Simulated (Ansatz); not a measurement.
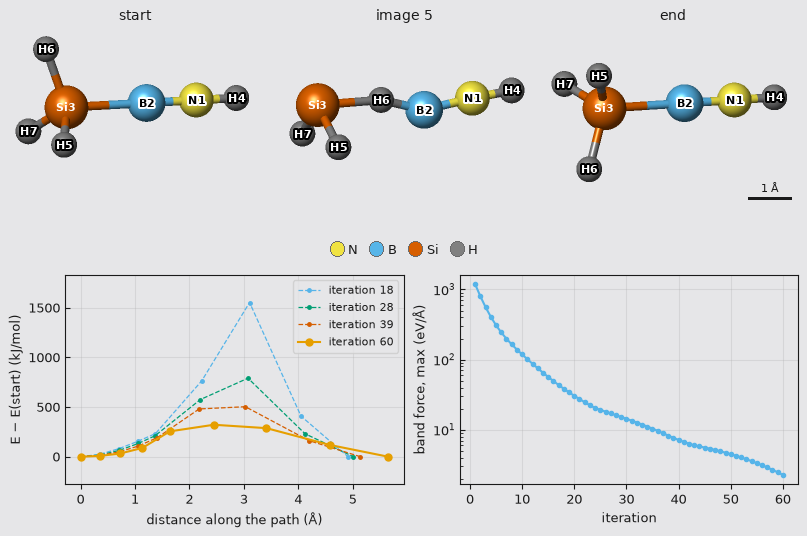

A search for the minimum-energy path of BSiNH4 by the nudged elastic band. Images are numbered from 0 (start) to 8 (end). The plot follows the band through its iterations. The picture is a ball-and-stick view, seen at a tilt.

Level of theory: RKS BHLYP/def2-SVP (Ansatz 0.2.0). Settings: 7 movable images; climbing image; force threshold 0.03 eV/Å; iteration limit 60; optimiser L-BFGS; largest step 0.02 Å; starting path through a guess of the saddle point.

Question: How did the profile develop, and is the result final?

Answer: The result isn't final. The band hadn't converged when the run stopped after 60 iterations. The largest component of the band force went from 1200 to 2.3 eV/Å. The barrier read from it is provisional: over the last two iterations the highest image moved from 333.8 kJ/mol to 321.8 kJ/mol. The step length is far from the usual. The first iteration put the highest image at 21825.8 kJ/mol. The two ends have the same energy, and the highest point, image 5, lies 321.8 kJ/mol above the start.

The run took 10 min on 1 thread of Intel(R) Xeon(R) Platinum 8375C CPU @ 2.90GHz (Ice Lake) (shared host), peak memory 0.13 GiB.
